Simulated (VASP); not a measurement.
Band structure of CaF2 (fluorite). These are optB86b-vdW, VASP's PBE PAW potentials (set 64) (plane waves; VASP) values and carry that method's errors.

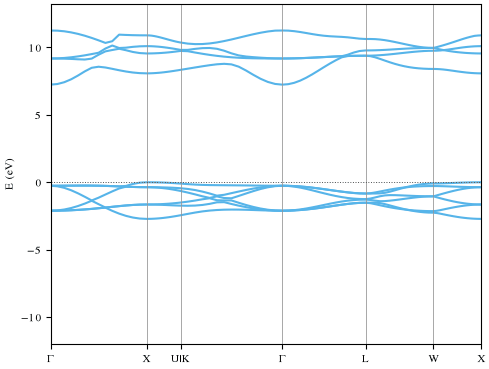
Fig. 1. Bands along high-symmetry lines, zero at the valence-band maximum or, without a gap, the Fermi level

Task: Read the plot: is there a gap, and where are the band edges?

Result: The gap is indirect, 7.24 eV, from the valence maximum at X to the conduction minimum at Γ. (Edges off the drawn lines would not show.)

Measured: gap 11.80 eV (computed value off by -4.56 eV), as given by E. Cadelano et al., The European Physical Journal B (2011), arXiv:1107.5962.

The compound is CaF2 in the fluorite structure. The cell was not relaxed at this level.
